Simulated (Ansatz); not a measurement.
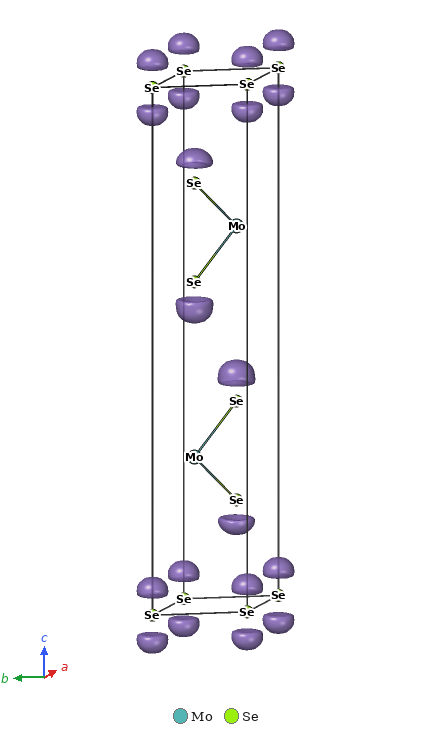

*Mo2Se5. Isosurface of the ELF at 0.85 (purple), seen at an oblique angle. Core shells and regions of very low density are left out. Sticks mark near contacts.*

Space group P-3m1; a generated structure, not necessarily the stable one; computed without spin polarisation.

All numbers below come from DFT PBE, scalar-relativistic, plane waves, PAW (Ansatz).

In a PAW calculation such maps are meaningful between the atoms, not at the nuclei.

Describe the localisation domains.

The surface consists of six lobes on Se, pointing away from the bonds (lone pairs), counted in one cell of 7 atoms. Any copies at cell faces, edges or corners count once. Profiles from the grid: Mo–Se (2.53 Å): the ELF is about 0.50 at the midpoint.
